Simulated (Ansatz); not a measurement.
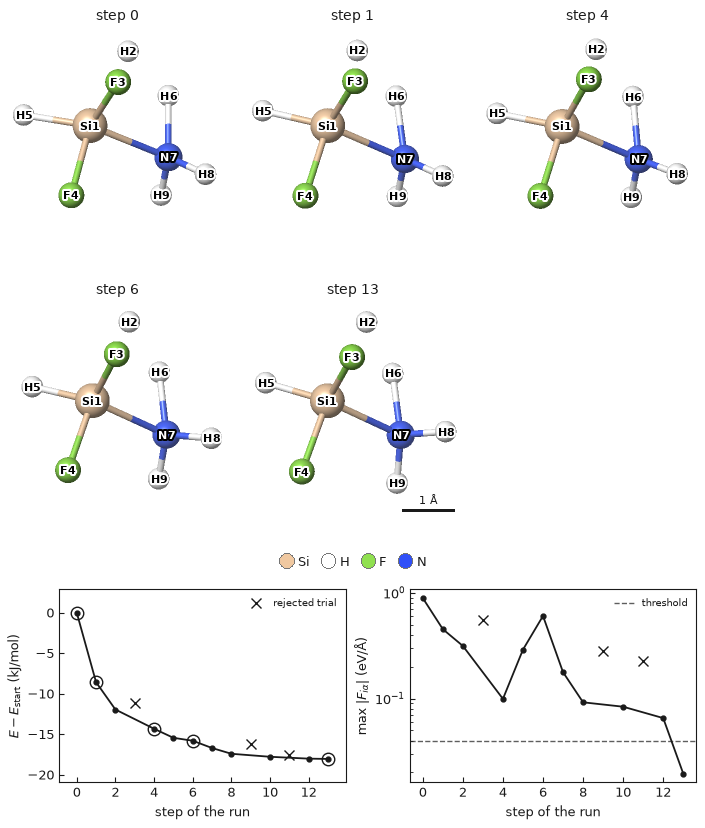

Frames of a constrained relaxation of SiNH$_{5}$F$_{2}$, marked on the history of the run. A ball-and-stick model, seen at a tilt.

The reaction that was planned forms Si1–N7, H2–H6 and breaks Si1–H2, H6–N7 (atoms numbered from 1 in input order).

Method: RKS PBE0-D4/def2-SVP (Ansatz 0.2.0).

Input
```yaml
crystal:
  periodic: [false, false, false]
  atoms:
    - {symbol: Si, position_ang: [-0.008800, 0.472500, 0.660200]}
    - {symbol: H, position_ang: [-1.754000, -0.250800, -0.051900]}
    - {symbol: F, position_ang: [-0.385500, 1.863400, -0.020300]}
    - {symbol: F, position_ang: [1.533900, 0.836300, 1.023300]}
    - {symbol: H, position_ang: [-0.425800, 0.098600, 1.979600]}
    - {symbol: H, position_ang: [-0.954200, -0.682600, -0.784300]}
    - {symbol: N, position_ang: [0.331000, -0.631400, -0.762700]}
    - {symbol: H, position_ang: [0.868200, -0.204100, -1.513400]}
    - {symbol: H, position_ang: [0.795200, -1.501800, -0.530500]}
basis:
  gaussian: {orbitals: def2-SVP}
hamiltonian: {xc: pbe0, dispersion: d4}
relax: {f_tol: 0.04, max_steps: 150, escape_saddle: false, constraints: [{distance: [0, 6]}, {distance: [1, 5]}, {distance: [0, 1]}, {distance: [5, 6]}]}
```

Run as
```bash
ansatz run in.yaml --threads 4 --pin off --events-out ev --progress --plain --max-ram 9574MiB
```

**What happens along the run?**

H8 moves most after the best rigid fit: 0.39 Å. Largest moves by element: H 0.39 Å, N 0.12 Å, F 0.11 Å, Si 0.07 Å. Some distances before and after: Si1–H5 1.433 → 1.471 Å, Si1–F3 1.594 → 1.613 Å, N7–H9 1.013 → 1.023 Å, Si1–F4 1.626 → 1.634 Å. Bond angles that change, for instance: H6–N7–H8 122.1° → 103.4°, H6–N7–H9 115.3° → 134.0°, H5–Si1–N7 127.7° → 116.5°. The energy falls by 18.0 kJ/mol in 10 accepted moves (13 points after the start). The largest force component goes from 0.89 to 0.02 eV/Å. The line search rejected the trial steps at points 3, 9, 11 of the run. The run took 7.5 s on 4 threads of AMD EPYC 9R45 96-Core (shared host). From step 0 to 1: H6 moves most (0.18 Å), energy −8.58 kJ/mol. From step 1 to 4: H2 moves most (0.13 Å), energy −5.74 kJ/mol. From step 4 to 6: H8 moves most (0.24 Å), energy −1.48 kJ/mol. From step 6 to 13: H9 moves most (0.16 Å), energy −2.25 kJ/mol.
